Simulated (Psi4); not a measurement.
# One shape, several levels: triplet BH2Cl

Aim: a comparison of 4 runs (U-r2SCAN/cc-pVTZ, UM06-L/cc-pVTZ, UPBE/cc-pVTZ, UTPSS/cc-pVTZ) of triplet BH2Cl. 

The calculation is run with Psi4 1.11.

### 1 Starting point

BH2Cl: 4 atoms, total charge 0, spin state triplet. As SMILES of the parent species, `[H]B([H])Cl`. The shape is that of a GFN2-xTB optimisation. That shape belongs to the parent species and isn't relaxed for this state.

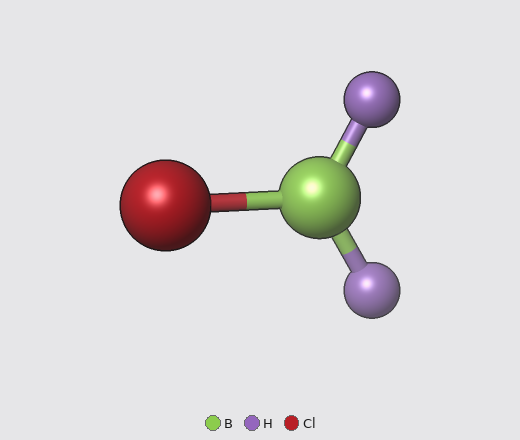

The structure, seen from a chosen angle (boron green, hydrogen purple, chlorine red).

### 2 Energy and forces at U-r2SCAN/cc-pVTZ (run 1)

Contents of input.inp:

```
memory 1600 MB

molecule molecule1 {
  0 3
  B
  H 1 1.171704
  H 1 1.171773 2 121.89775
  Cl 1 1.673086 2 119.05265 3 -179.98298
  units angstrom
  symmetry c1
}

set globals {
  basis cc-pVTZ
  reference uks
  puream true
  e_convergence 1e-09
  d_convergence 1e-08
  scf_type pk
  dft_radial_points 99
  dft_spherical_points 590
  maxiter 200
}

E, wfn = gradient("r2scan", return_wfn=True)
oeprop(wfn, "MAYER_INDICES", "WIBERG_LOWDIN_INDICES", "MULLIKEN_CHARGES", title="R2SCAN")
```

Run with:

```
$ psi4 -i input.inp -o input.out -n 1
```

input.out:

```text
[...]
  Running in c1 symmetry.
[...]
  Nuclear repulsion =   38.958034797186045
[...]
  Multiplicity = 3
[...]
  Nalpha       = 13
  Nbeta        = 11
[...]
    Number of basis functions: 92
[...]
   @UKS iter   1:  -485.79528024081100    1.58150e-01   6.93869e-03 DIIS/ADIIS
[...]
   @UKS iter  13:  -486.07926977038585   -3.35376e-12   1.48642e-09 DIIS
[...]
   @S^2 Observed:                2.007897210E+00
[...]
    Orbital Energies [Eh]
    ---------------------
    Alpha Occupied:
       1A   -101.280031     2A     -9.432055     3A     -7.178244
       4A     -7.171678     5A     -7.167749     6A     -6.634018
       7A     -0.859825     8A     -0.525279     9A     -0.425378
      10A     -0.403098    11A     -0.369408    12A     -0.330241
      13A     -0.128691
    Alpha Virtual:
      14A      0.065259    15A      0.090213    16A      0.141911
      17A      0.150659    18A      0.161887    19A      0.171242
      20A      0.175012    21A      0.272909    22A      0.278432
      23A      0.287957    24A      0.330834    25A      0.348632
[...]
  @UKS Final Energy:  -486.07926977038585
   => Energetics <=
    Nuclear Repulsion Energy =             38.9580347971860448
    One-Electron Energy =                -745.9510240456389738
    Two-Electron Energy =                 253.8759780422715835
    DFT Exchange-Correlation Energy =     -32.9622585642045678
    Empirical Dispersion Energy =           0.0000000000000000
    VV10 Nonlocal Energy =                  0.0000000000000000
    Total Energy =                       -486.0792697703858494
[...]
 Multipole Moments:
 ------------------------------------------------------------------------------------
     Multipole            Electronic (a.u.)      Nuclear  (a.u.)        Total (a.u.)
 ------------------------------------------------------------------------------------
 L = 1.  Multiply by 2.5417464519 to convert [e a0] to [Debye]
 Dipole X            :         -0.0005949            0.0003996           -0.0001954
 Dipole Y            :         -2.5150179            2.2776149           -0.2374030
 Dipole Z            :         -1.3970720            1.2651428           -0.1319292
 Magnitude           :                                                    0.2715982
[...]
  -Total Gradient:
     Atom            X                  Y                   Z
    ------   -----------------  -----------------  -----------------
       1       -0.000017284694    -0.000400075342    -0.000197085931
       2        0.000002645649    -0.008375162905    -0.024059603253
       3        0.000002646082    -0.024825321139     0.005589453716
       4        0.000011766085     0.033517645299     0.018621240909
[...]
  Mulliken Charges: (a.u.)
   Center  Symbol    Alpha    Beta     Spin     Total
       1     B     3.24204  2.16981  1.07222 -0.41185
       2     H     0.53054  0.34083  0.18971  0.12863
       3     H     0.53058  0.34079  0.18978  0.12863
       4    CL     8.69685  8.14857  0.54828  0.15458
   Total alpha = 13.00000, Total beta = 11.00000, Total charge = -0.00000
  Mayer Bond Indices:
  Total Bond Index:
  Irrep: 1 Size: 4 x 4
[...]
```

Wall time 71 s (1 thread of Intel Xeon Platinum 8259CL at 2.50GHz (Skylake/Cascade Lake), shared host); peak memory 1 GiB.

### 3 Energy and forces at UM06-L/cc-pVTZ (run 2)

Contents of run.py:

```python
import psi4

psi4.set_memory(1600000000)
psi4.set_num_threads(1)
psi4.set_output_file('run.log', False)

mol = psi4.geometry("""
0 3
B      0.13097692     0.21622246    -0.00077479
H      2.34343047     0.13364143     0.02936634
H     -0.96778544     2.13839519    -0.03581031
Cl    -1.50664084    -2.48827798     0.00723765
units au
symmetry c1
no_reorient
no_com
""")

options = {'basis': 'cc-pVTZ', 'reference': 'uks', 'puream': True, 'e_convergence': 1e-09, 'd_convergence': 1e-08, 'scf_type': 'pk', 'dft_radial_points': 99, 'dft_spherical_points': 590, 'maxiter': 200}
psi4.set_options(options)

e_tot, wfn = psi4.gradient("m06-l", return_wfn=True)
psi4.oeprop(wfn, "MULLIKEN_CHARGES", "WIBERG_LOWDIN_INDICES", "MAYER_INDICES")
print('gradient / Eh bohr^-1')
print(e_tot.np.round(6))
print(f'energy = {wfn.energy():.10f} Eh')
for k, v in sorted(psi4.core.scalar_variables().items()):
    print(f'{k:45s} {v:18.10f}')
```

Run with:

```
$ python run.py
```

run.log:

```text
[...]
  Running in c1 symmetry.
[...]
  Nuclear repulsion =   38.958045599719050
[...]
  Multiplicity = 3
[...]
  Nalpha       = 13
  Nbeta        = 11
[...]
    Number of basis functions: 92
[...]
   @UKS iter   1:  -485.83260995994556    1.47223e-01   7.03509e-03 DIIS/ADIIS
[...]
   @UKS iter  13:  -486.11652027987975   -4.20641e-12   3.54559e-09 DIIS
[...]
   @S^2 Observed:                2.006932071E+00
[...]
    Orbital Energies [Eh]
    ---------------------
    Alpha Occupied:
       1A   -101.250802     2A     -9.466839     3A     -7.175781
       4A     -7.170016     5A     -7.165232     6A     -6.639595
       7A     -0.860495     8A     -0.522447     9A     -0.420571
      10A     -0.400314    11A     -0.365718    12A     -0.324018
      13A     -0.114542
    Alpha Virtual:
      14A      0.078324    15A      0.103244    16A      0.148103
      17A      0.160259    18A      0.178764    19A      0.188998
      20A      0.195735    21A      0.275758    22A      0.280806
      23A      0.294481    24A      0.330010    25A      0.349836
[...]
  @UKS Final Energy:  -486.11652027987975
   => Energetics <=
    Nuclear Repulsion Energy =             38.9580455997190498
    One-Electron Energy =                -746.1615464345100008
    Two-Electron Energy =                 254.1211938781582376
    DFT Exchange-Correlation Energy =     -33.0342133232470587
    Empirical Dispersion Energy =           0.0000000000000000
    VV10 Nonlocal Energy =                  0.0000000000000000
    Total Energy =                       -486.1165202798797509
[...]
 Multipole Moments:
 ------------------------------------------------------------------------------------
     Multipole            Electronic (a.u.)      Nuclear  (a.u.)        Total (a.u.)
 ------------------------------------------------------------------------------------
 L = 1.  Multiply by 2.5417464519 to convert [e a0] to [Debye]
 Dipole X            :         23.4423330          -23.5823646           -0.1400316
 Dipole Y            :         38.7164045          -38.9475767           -0.2311722
 Dipole Z            :         -0.1119127            0.1127221            0.0008094
 Magnitude           :                                                    0.2702778
[...]
  -Total Gradient:
     Atom            X                  Y                   Z
    ------   -----------------  -----------------  -----------------
       1       -0.001039260236    -0.001758883898     0.000023078953
       2       -0.020848764304    -0.007314116893    -0.000200975967
       3        0.003170224931    -0.021836340102     0.000271591497
       4        0.018738708395     0.030943850263    -0.000093885833
[...]
  Mulliken Charges: (a.u.)
   Center  Symbol    Alpha    Beta     Spin     Total
       1     B     3.29115  2.19881  1.09234 -0.48996
       2     H     0.49531  0.30309  0.19222  0.20160
       3     H     0.49534  0.30308  0.19226  0.20158
       4    CL     8.71820  8.19502  0.52318  0.08678
   Total alpha = 13.00000, Total beta = 11.00000, Total charge =  0.00000
  Mayer Bond Indices:
  Total Bond Index:
  Irrep: 1 Size: 4 x 4
[...]
```

On the terminal:

```text
gradient / Eh bohr^-1
[[-1.0390e-03 -1.7590e-03  2.3000e-05]
 [-2.0849e-02 -7.3140e-03 -2.0100e-04]
 [ 3.1700e-03 -2.1836e-02  2.7200e-04]
 [ 1.8739e-02  3.0944e-02 -9.4000e-05]]
energy = -486.1165202799 Eh
CURRENT ENERGY                                   -486.1165202799
CURRENT REFERENCE ENERGY                         -486.1165202799
DD SOLVATION ENERGY                                 0.0000000000
DFT FUNCTIONAL TOTAL ENERGY                      -486.1165202799
DFT TOTAL ENERGY                                 -486.1165202799
DFT VV10 ENERGY                                     0.0000000000
DFT XC ENERGY                                     -33.0342133232
GRID ELECTRONS ALPHA                               13.0000000361
GRID ELECTRONS BETA                                11.0000000566
GRID ELECTRONS TOTAL                               24.0000000927
NUCLEAR REPULSION ENERGY                           38.9580455997
ONE-ELECTRON ENERGY                              -746.1615464345
PCM POLARIZATION ENERGY                             0.0000000000
PE ENERGY                                           0.0000000000
SCF ITERATION ENERGY                             -486.1165202799
SCF ITERATIONS                                     13.0000000000
SCF TOTAL ENERGY                                 -486.1165202799
TWO-ELECTRON ENERGY                               254.1211938782
XC GRID RADIAL POINTS                              99.0000000000
XC GRID SPHERICAL POINTS                          590.0000000000
XC GRID TOTAL POINTS                           222841.0000000000
```

It took 65 s on 1 thread of Intel Xeon Platinum 8259CL at 2.50GHz (Skylake/Cascade Lake), shared host; peak memory 1 GiB.

### 4 Energy and forces at UPBE/cc-pVTZ (run 3)

Contents of bclh2.xyz:

```xyz
4
BClH2
B      0.069310     0.114420    -0.000410
H      1.240090     0.070720     0.015540
H     -0.512130     1.131590    -0.018950
Cl    -0.797280    -1.316740     0.003830
```

Contents of run_ase.py:

```python
import numpy as np
from ase.calculators.psi4 import Psi4
from ase.io import read

atoms = read('bclh2.xyz')
calc = Psi4(atoms=atoms, method='pbe', basis='cc-pVTZ', memory='1600MB', num_threads=1, charge=0, multiplicity=3, label='psi4-calc', reference='uks')
calc.psi4.set_options({'puream': True, 'e_convergence': 1e-09, 'd_convergence': 1e-08, 'scf_type': 'pk', 'dft_radial_points': 99, 'dft_spherical_points': 590, 'maxiter': 200})
atoms.calc = calc

forces = atoms.get_forces()
print(f'energy: {atoms.get_potential_energy():.6f} eV')
print('forces / eV A^-1')
print(np.round(forces, 5))
```

Run with:

```
$ python run_ase.py
```

psi4-calc.dat:

```text
[...]
  Running in c1 symmetry.
[...]
  Nuclear repulsion =   38.958045577157094
[...]
  Multiplicity = 3
[...]
  Nalpha       = 13
  Nbeta        = 11
[...]
    Number of basis functions: 92
[...]
   @UKS iter   1:  -485.53198178567004    2.55920e-01   7.88873e-03 DIIS/ADIIS
[...]
   @UKS iter  12:  -485.89415453065976   -7.04858e-12   7.48649e-09 DIIS
[...]
   @S^2 Observed:                2.003145282E+00
[...]
    Orbital Energies [Eh]
    ---------------------
    Alpha Occupied:
       1A   -100.759250     2A     -9.243044     3A     -7.067322
       4A     -7.061684     5A     -7.056929     6A     -6.513236
       7A     -0.821736     8A     -0.498698     9A     -0.406856
      10A     -0.387563    11A     -0.353219    12A     -0.312968
      13A     -0.116743
    Alpha Virtual:
      14A      0.040816    15A      0.067475    16A      0.112595
      17A      0.129328    18A      0.131686    19A      0.140849
      20A      0.150368    21A      0.235329    22A      0.248724
      23A      0.255830    24A      0.301581    25A      0.323665
[...]
  @UKS Final Energy:  -485.89415453065976
   => Energetics <=
    Nuclear Repulsion Energy =             38.9580455771570939
    One-Electron Energy =                -745.8987588292848159
    Two-Electron Energy =                 253.7992314304082129
    DFT Exchange-Correlation Energy =     -32.7526727089403025
    Empirical Dispersion Energy =           0.0000000000000000
    VV10 Nonlocal Energy =                  0.0000000000000000
    Total Energy =                       -485.8941545306597618
[...]
 Multipole Moments:
 ------------------------------------------------------------------------------------
     Multipole            Electronic (a.u.)      Nuclear  (a.u.)        Total (a.u.)
 ------------------------------------------------------------------------------------
 L = 1.  Multiply by 2.5417464519 to convert [e a0] to [Debye]
 Dipole X            :         -1.4998421            1.3494151           -0.1504270
 Dipole Y            :         -2.4770594            2.2287107           -0.2483487
 Dipole Z            :          0.0071905           -0.0063272            0.0008633
 Magnitude           :                                                    0.2903551
[...]
  -Total Gradient:
     Atom            X                  Y                   Z
    ------   -----------------  -----------------  -----------------
       1       -0.000080625516    -0.000177223655     0.000017316778
       2       -0.026836659047    -0.007182044408    -0.000280562069
       3        0.006062164851    -0.027080263564     0.000366789946
       4        0.020854886347     0.034439148559    -0.000103537883
[...]
```

The script printed:

```text
energy: -13221.853406 eV
forces / eV A^-1
[[ 4.15000e-03  9.11000e-03 -8.90000e-04]
 [ 1.38000e+00  3.69320e-01  1.44300e-02]
 [-3.11730e-01  1.39252e+00 -1.88600e-02]
 [-1.07240e+00 -1.77093e+00  5.32000e-03]]
```

It took 34 s on 1 thread of Intel Xeon Platinum 8259CL at 2.50GHz (Skylake/Cascade Lake), shared host; peak memory 1.2 GiB.

### 5 The energy at UTPSS/cc-pVTZ (run 4)

bclh2.xyz is that of step 4.

Contents of bclh2.py:

```python
import psi4

psi4.set_memory(1600000000)
psi4.set_num_threads(1)
psi4.set_output_file('output.dat', False)

with open('bclh2.xyz') as f:
    atoms = ''.join(f.readlines()[2:])
m = psi4.geometry('0 3\n' + atoms + 'symmetry c1')

psi4.set_options({
    'basis': 'cc-pVTZ',
    'reference': 'uks',
    'puream': True,
    'e_convergence': 1e-09,
    'd_convergence': 1e-08,
    'scf_type': 'pk',
    'dft_radial_points': 99,
    'dft_spherical_points': 590,
    'maxiter': 200,
})

energy_value, wavefunction = psi4.energy("tpss", return_wfn=True)
psi4.oeprop(wavefunction, "MAYER_INDICES", "QUADRUPOLE", "DIPOLE")
print(f'total energy {energy_value:.8f} hartree = {energy_value * 27.211386:.5f} eV')
for k, v in sorted(psi4.core.scalar_variables().items()):
    print(f'{k:45s} {v:18.10f}')
```

Run with:

```
$ python bclh2.py
```

output.dat:

```text
[...]
  Running in c1 symmetry.
[...]
  Nuclear repulsion =   38.958045577157094
[...]
  Multiplicity = 3
[...]
  Nalpha       = 13
  Nbeta        = 11
[...]
    Number of basis functions: 92
[...]
   @UKS iter   1:  -485.84724549635348    1.90856e-01   7.28409e-03 DIIS/ADIIS
[...]
   @UKS iter  13:  -486.15940246189621   -9.09495e-13   5.57262e-09 DIIS
[...]
   @S^2 Observed:                2.004333030E+00
[...]
    Orbital Energies [Eh]
    ---------------------
    Alpha Occupied:
       1A   -101.083536     2A     -9.309059     3A     -7.089492
       4A     -7.083169     5A     -7.078687     6A     -6.596493
       7A     -0.836984     8A     -0.510804     9A     -0.415534
      10A     -0.394016    11A     -0.358783    12A     -0.322293
      13A     -0.118225
    Alpha Virtual:
      14A      0.050163    15A      0.075743    16A      0.125246
      17A      0.139764    18A      0.139917    19A      0.151380
      20A      0.161489    21A      0.244153    22A      0.260343
      23A      0.266255    24A      0.312853    25A      0.332573
[...]
  @UKS Final Energy:  -486.15940246189621
   => Energetics <=
    Nuclear Repulsion Energy =             38.9580455771570939
    One-Electron Energy =                -745.9541819599905921
    Two-Electron Energy =                 253.8767438063062230
    DFT Exchange-Correlation Energy =     -33.0400098853689173
    Empirical Dispersion Energy =           0.0000000000000000
    VV10 Nonlocal Energy =                  0.0000000000000000
    Total Energy =                       -486.1594024618962067
[...]
 Multipole Moments:
 ------------------------------------------------------------------------------------
     Multipole            Electronic (a.u.)      Nuclear  (a.u.)        Total (a.u.)
 ------------------------------------------------------------------------------------
 L = 1.  Multiply by 2.5417464519 to convert [e a0] to [Debye]
 Dipole X            :         -1.5025142            1.3494151           -0.1530991
 Dipole Y            :         -2.4814680            2.2287107           -0.2527573
 Dipole Z            :          0.0072094           -0.0063272            0.0008822
 Magnitude           :                                                    0.2955104
 L = 2.  Multiply by 1.3450342976 to convert [e a0^2] to [Debye ang]
 Quadrupole XX       :        -35.8929794           22.0073574          -13.8856220
 Quadrupole XY       :        -24.4828782           23.9727525           -0.5101257
[...]
```

The script printed:

```text
total energy -486.15940246 hartree = -13229.07116 eV
CURRENT ENERGY                                   -486.1594024619
CURRENT REFERENCE ENERGY                         -486.1594024619
DD SOLVATION ENERGY                                 0.0000000000
DFT FUNCTIONAL TOTAL ENERGY                      -486.1594024619
DFT TOTAL ENERGY                                 -486.1594024619
DFT VV10 ENERGY                                     0.0000000000
DFT XC ENERGY                                     -33.0400098854
GRID ELECTRONS ALPHA                               13.0000000324
GRID ELECTRONS BETA                                11.0000000567
GRID ELECTRONS TOTAL                               24.0000000892
NUCLEAR REPULSION ENERGY                           38.9580455772
ONE-ELECTRON ENERGY                              -745.9541819600
PCM POLARIZATION ENERGY                             0.0000000000
PE ENERGY                                           0.0000000000
SCF ITERATION ENERGY                             -486.1594024619
SCF ITERATIONS                                     13.0000000000
SCF TOTAL ENERGY                                 -486.1594024619
TWO-ELECTRON ENERGY                               253.8767438063
XC GRID RADIAL POINTS                              99.0000000000
XC GRID SPHERICAL POINTS                          590.0000000000
XC GRID TOTAL POINTS                           222838.0000000000
```

Wall time 65 s (1 thread of Intel Xeon Platinum 8259CL at 2.50GHz (Skylake/Cascade Lake), shared host); peak memory 1 GiB.

### 6 Overview of the runs

```csv
run,level,task,energy (Eh),dipole moment (D),HOMO energy (eV),⟨S²⟩,wall time
1,U-r2SCAN/cc-pVTZ,gradient,-486.079270,0.69,-3.50,2.008,71 s
2,UM06-L/cc-pVTZ,gradient,-486.116520,0.69,-3.12,2.007,65 s
3,UPBE/cc-pVTZ,gradient,-485.894155,0.74,-3.18,2.003,34 s
4,UTPSS/cc-pVTZ,energy,-486.159402,0.75,-3.22,2.004,65 s
```

### 7 Outcome

```
                                 quantity          value
                      run 4: total energy  -486.15940 Eh
                     run 4: dipole moment         0.75 D
run 4: HOMO energy (highest over α and β)       -3.22 eV
                              run 4: ⟨S²⟩          2.004
```

The dipole moment (its size) runs from 0.69 D (UM06-L/cc-pVTZ) to 0.75 D (UTPSS/cc-pVTZ). Totals of different functionals can't be ranked against each other. All runs together took 3.9 min, the longest 71 s.
